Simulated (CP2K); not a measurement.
# GFN2-xTB run of C3H5ClSi (SMILES C=C=C([SiH3])Cl)

What is the vertical ionisation energy of C3H5ClSi at GFN2-xTB? 

Program for the calculation: CP2K 2026.2.

4 further runs of the same task are left out: 2 that didn't finish, 2 set aside as unsound or not needed.

**1. The structure to begin with**

C3H5ClSi has 10 atoms, charge 0, and is taken as a singlet. SMILES: `C=C=C([SiH3])Cl`. The shape is that of a GFN2-xTB optimisation.

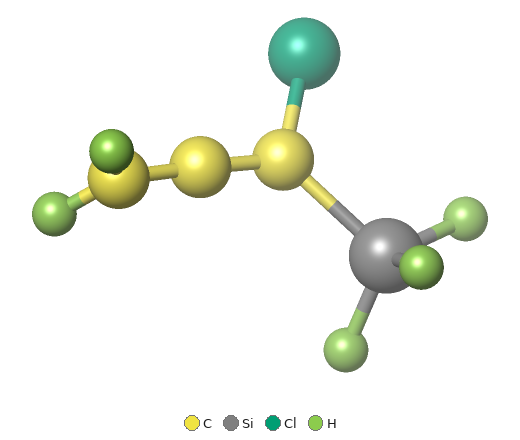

Viewed from a chosen angle; carbon yellow, silicon grey, chlorine teal, hydrogen green.

**2. A single-point energy at GFN2-xTB**

qs.inp

```
&GLOBAL
    PROJECT qs
    RUN_TYPE ENERGY
    PRINT_LEVEL MEDIUM
&END GLOBAL

&FORCE_EVAL
    METHOD QUICKSTEP
    &DFT
        CHARGE 0
        MULTIPLICITY 1
        &QS
            METHOD XTB
            EPS_DEFAULT 1.0E-10
            &XTB
                GFN_TYPE TBLITE
                &TBLITE
                    METHOD GFN2
                &END TBLITE
                CHECK_ATOMIC_CHARGES F
            &END XTB
        &END QS
        &POISSON
            PERIODIC NONE
            POISSON_SOLVER ANALYTIC
        &END POISSON
        &SCF
            SCF_GUESS ATOMIC
            EPS_SCF 1.0E-07
            MAX_SCF 150
            ADDED_MOS 2
            &DIAGONALIZATION
                ALGORITHM STANDARD
            &END DIAGONALIZATION
            &MIXING
                METHOD DIRECT_P_MIXING
                ALPHA 0.4
            &END MIXING
            &SMEAR ON
                METHOD FERMI_DIRAC
                ELECTRONIC_TEMPERATURE [K] 300
            &END SMEAR
        &END SCF
        &PRINT
            &MOMENTS
                PERIODIC F
                REFERENCE COM
                MAX_MOMENT 1
            &END MOMENTS
            &MO ON
                ENERGIES T
                OCCUPATION_NUMBERS T
                NDIGITS 6
                &EACH
                    QS_SCF 0
                &END EACH
                ADD_LAST NUMERIC
            &END MO
            &HIRSHFELD OFF
            &END HIRSHFELD
        &END PRINT
    &END DFT
    &SUBSYS
        &CELL
            ABC [angstrom] 19.5 21.6 20.1
            PERIODIC NONE
        &END CELL
        &COORD
            UNIT bohr
            C     -1.2597103     3.9000546    -1.0324897
            C     -0.7014285     1.5173934    -1.1035245
            C     -0.1146119    -0.8590317    -1.0816414
            Si     1.1704586    -2.6389269     1.7573886
            Cl    -0.5128906    -2.6499252    -3.8540964
            H      0.1118151     5.3385897    -1.4848712
            H     -3.1203725     4.5480795    -0.5136654
            H      1.5579091    -5.2571803     0.9837914
            H     -0.6783361    -2.4514661     3.8064564
            H      3.5471671    -1.4475869     2.5226332
        &END COORD
        &TOPOLOGY
            &CENTER_COORDINATES
            &END CENTER_COORDINATES
        &END TOPOLOGY
    &END SUBSYS
&END FORCE_EVAL
```

Command:

```
$ OMP_NUM_THREADS=1 cp2k.psmp qs.inp > qs.out
```

Log:

```text
CP2K| version string:                                       CP2K version 2026.2
[...]
 GLOBAL| Method name                                                        CP2K
[...]
 GLOBAL| Run type                                                         ENERGY
[...]
                             - Atoms:                                         10
[...]
                             - Spherical basis functions:                     35
[...]
 Number of electrons:                                                         28
[...]
  *** SCF run converged in    21 steps ***
[...]
  Fermi energy:                                                -0.26253948791621
[...]
 TB_DIPOLE| Moment [Debye]          0.56385628       0.83198502       2.55378521
 TB_DIPOLE| Derivative [a.u.]       0.00000000       0.00000000       0.00000000
[...]
 ENERGY| Total FORCE_EVAL ( QS ) energy [hartree]            -15.176607533850714
[...]
```

Run time: 0.51 s. Hardware: 1 thread of Arm Neoverse N1, shared host; peak memory 0.14 GiB.

**3. The doublet cation**

molecule.inp

```
&GLOBAL
  PROJECT molecule
  RUN_TYPE ENERGY
  PRINT_LEVEL MEDIUM
&END

&FORCE_EVAL
  METHOD QS
  &DFT
    CHARGE 1
    MULTIPLICITY 2
    UKS T
    ! Quickstep
    &QS
      METHOD XTB
      EPS_DEFAULT 1.0E-10
      &XTB
        GFN_TYPE TBLITE
        &TBLITE
          METHOD GFN2
        &END
        CHECK_ATOMIC_CHARGES F
      &END
    &END
    &POISSON
      PERIODIC NONE
      POISSON_SOLVER ANALYTIC
    &END
    ! self-consistent field
    &SCF
      SCF_GUESS ATOMIC
      EPS_SCF 1.0E-07
      MAX_SCF 150
      ADDED_MOS 2
      &DIAGONALIZATION
        ALGORITHM STANDARD
      &END
      &MIXING
        METHOD DIRECT_P_MIXING
        ALPHA 0.4
      &END
      &SMEAR ON
        METHOD FERMI_DIRAC
        ELECTRONIC_TEMPERATURE [K] 300
      &END
    &END
    ! extra output
    &PRINT
      &MOMENTS
        PERIODIC F
        REFERENCE COM
        MAX_MOMENT 1
      &END
      &MO ON
        ENERGIES T
        OCCUPATION_NUMBERS T
        NDIGITS 6
        &EACH
          QS_SCF 0
        &END
        ADD_LAST NUMERIC
      &END
      &HIRSHFELD OFF
      &END
    &END
  &END
  &SUBSYS
    ! vacuum box
    &CELL
      ABC 19.5 21.6 20.1
      PERIODIC NONE
    &END
    &COORD
      UNIT bohr
      C     -1.2597103     3.9000546    -1.0324897
      C     -0.7014285     1.5173934    -1.1035245
      C     -0.1146119    -0.8590317    -1.0816414
      Si     1.1704586    -2.6389269     1.7573886
      Cl    -0.5128906    -2.6499252    -3.8540964
      H      0.1118151     5.3385897    -1.4848712
      H     -3.1203725     4.5480795    -0.5136654
      H      1.5579091    -5.2571803     0.9837914
      H     -0.6783361    -2.4514661     3.8064564
      H      3.5471671    -1.4475869     2.5226332
    &END
    &TOPOLOGY
      &CENTER_COORDINATES
      &END
    &END
  &END
&END
```

Command:

```
$ OMP_NUM_THREADS=1 cp2k.psmp molecule.inp > molecule.out
```

Log:

```text
CP2K| version string:                                       CP2K version 2026.2
[...]
 GLOBAL| Method name                                                        CP2K
[...]
 GLOBAL| Run type                                                         ENERGY
[...]
                             - Atoms:                                         10
[...]
                             - Spherical basis functions:                     35
[...]
 Number of electrons:                                                         14
[...]
  *** SCF run converged in    31 steps ***
[...]
  Fermi energy:                                                -0.58926831172413
[...]
 TB_DIPOLE| Moment [Debye]          0.38768805       2.76055144       3.51646342
 TB_DIPOLE| Derivative [a.u.]       0.00000000       0.00000000       0.00000000
[...]
 ENERGY| Total FORCE_EVAL ( QS ) energy [hartree]            -14.689401847332929
[...]
```

Run time: 0.59 s. Hardware: 1 thread of Arm Neoverse N1, shared host; peak memory 0.14 GiB.

**4. Results**

At GFN2-xTB:

| quantity | value |
| --- | --- |
| singlet C3H5ClSi: total energy | -15.17661 Eh |
| singlet C3H5ClSi: dipole moment (from atomic charges alone) | 2.74 D |
| singlet C3H5ClSi: HOMO energy | -10.46 eV |
| singlet C3H5ClSi: LUMO energy | -6.25 eV |
| singlet C3H5ClSi: HOMO–LUMO gap | 4.22 eV |
| doublet cation: total energy | -14.68940 Eh |
| doublet cation: HOMO energy (highest over α and β) | -16.12 eV |
| doublet cation: LUMO energy (lowest over α and β) | -15.95 eV |
| vertical ionisation energy (to the doublet cation) | 13.258 eV |

What this shows: Removing an electron at fixed nuclei costs 13.26 eV (1279 kJ/mol). xTB total energies overstate such differences by several eV unless an empirical shift is taken off; none is applied here. The dipole (singlet C3H5ClSi) comes from point charges on the atoms alone, without atomic dipoles, so it is partial.
